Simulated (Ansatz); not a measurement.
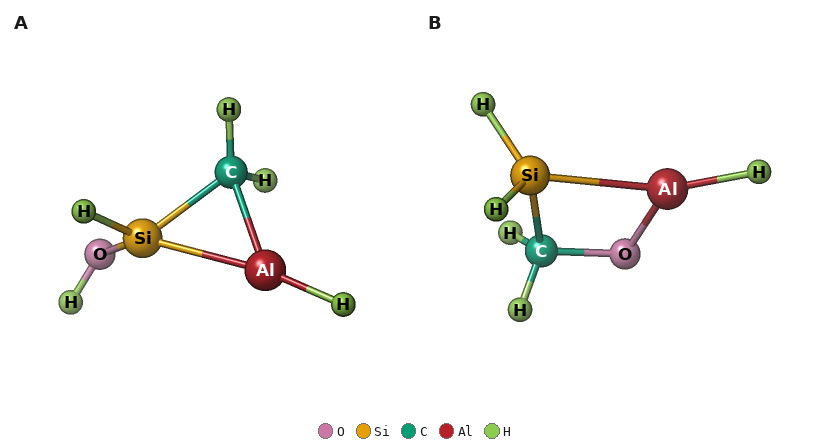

2 stationary structures of one formula. Geometries: PBE0-D4/def2-TZVP. Electronic energies: CCSD(T)/CBS (MP2 limit from def2-TZVPP and def2-QZVPP plus CCSD(T) − MP2) (Ansatz 0.2.0), without zero-point energy.

Question: Are they conformers, stereoisomers or constitutional isomers?

Answer: They are constitutional isomers of CH5AlOSi: A `O[Si@@H]1[CH2][AlH]1`, B `C1[O][AlH][SiH2]1`.

Question: Rank them by energy, lowest first.

Answer: B is lowest (a minimum); A lies 0.316 eV above it (a minimum).
